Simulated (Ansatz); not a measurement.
The reference is Ba in the bcc (W type) structure (space group Im-3m, No. 229; a = 4.8819 Å; relaxed with 0.1 eV smearing). Axes: x, y, z lie along the cube axes.

Structures relaxed with PBEsol (Ansatz, a first-principles code, PAW, no spin-orbit coupling).

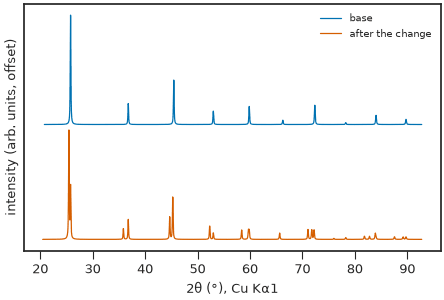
Fig. 1. Simulated powder patterns before (top) and after one change

**Question.** Which change produced these results?
(A) uniaxial strain ε_zz = −3.00 %
(B) uniaxial strain ε_zz = −2.00 %
(C) uniaxial strain ε_zz = +2.50 %

**Answer.** C, uniaxial strain ε_zz = +2.50 %. Its volume per atom is 59.63 Å³ against 58.17 Å³, and its space group is I4/mmm (No. 139).

Stability against distortions was not tested.
